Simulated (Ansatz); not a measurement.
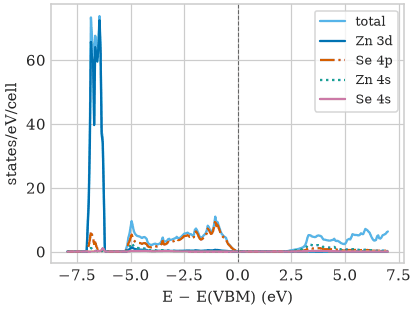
Figure. Total and projected density of states of ZnSe in space group Pnma (No. 62; Zn on 4c, Se on 4c), DFT-r²SCAN+D4 in the program Ansatz with PAW potentials

Problem. Which orbitals carry the states next to the gap?

Solution. Top 1 eV of the valence band: Se 4p 91 %, Zn 3d 6 %. Bottom 1 eV of the conduction band: Zn 4s 58 %, Se 4p 20 %, Se 4s 10 %, outside the projected shells 11 %. Projections are on Löwdin-orthogonalised atomic valence shells; empty p or d shells of many metals are not among them.

Problem. Where is the tallest occupied peak in this window, and what makes it?

Solution. Near -6.4 eV, about 74 states/eV per cell; the largest projected share is Zn 3d.

The start of the workflow was typed in or built on a structure type; neither database checked (COD, Materials Project) lists it. It is not the phase usual at ambient conditions (space group No. 216). The cell was relaxed with r²SCAN+D4 under the symmetry of its start; its stability against distortions is not shown here. Scalar-relativistic: spin–orbit coupling is off unless named, which matters more the heavier the elements.

Potentials: the later of the program's two PAW sets.
